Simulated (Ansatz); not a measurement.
```yaml
atoms:
  - { symbol: Ga, position_ang: [-0.6768, 0.1779, -2.3505] }
  - { symbol: N, position_ang: [-2.1138, -0.8726, 0.6361] }
  - { symbol: N, position_ang: [0.0538, 0.0928, 1.9989] }
  - { symbol: O, position_ang: [0.1066, -0.3540, -0.8400] }
  - { symbol: Si, position_ang: [-0.3826, -0.8849, 0.6538] }
  - { symbol: H, position_ang: [-2.5992, -0.9924, 1.5185] }
  - { symbol: H, position_ang: [-2.6113, -1.3480, -0.1091] }
  - { symbol: H, position_ang: [0.3045, -2.1924, 0.8747] }
  - { symbol: H, position_ang: [-0.2929, 1.0436, 2.0657] }
  - { symbol: H, position_ang: [0.9890, 0.0198, 2.3819] }
  - { symbol: H, position_ang: [-2.0684, -0.4532, -2.6986] }
  - { symbol: H, position_ang: [0.1583, 1.1820, -3.2061] }
```

Geometry: PBE0-D4/def2-SVP.

Theory: Ansatz 0.2.0, isolated molecule in a Gaussian basis; Kohn-Sham density functional theory, functional PBE0.

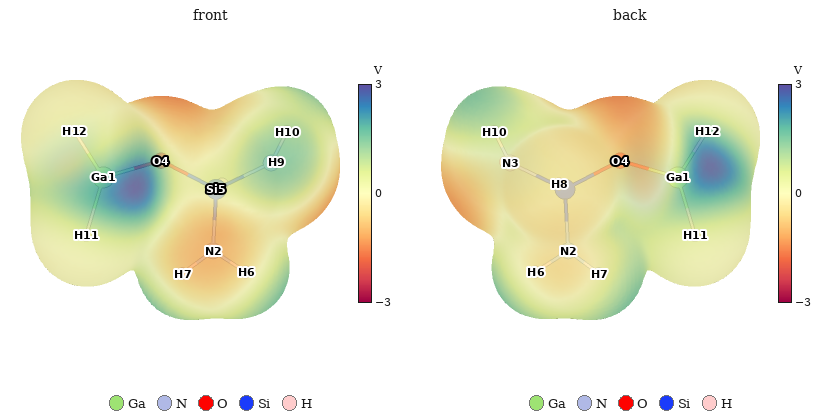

GaH$_{7}$N$_{2}$OSi. The molecular electrostatic potential painted on the density surface at 0.002 e/bohr³, seen from the front and from behind; red is negative and blue positive.

Describe the electrostatic potential map.

Answer. The most negative region (about −1.4 V) lies over O4, the most positive (about +2.8 V) over Ga1. O4 is the likeliest acceptor of a hydrogen bond.
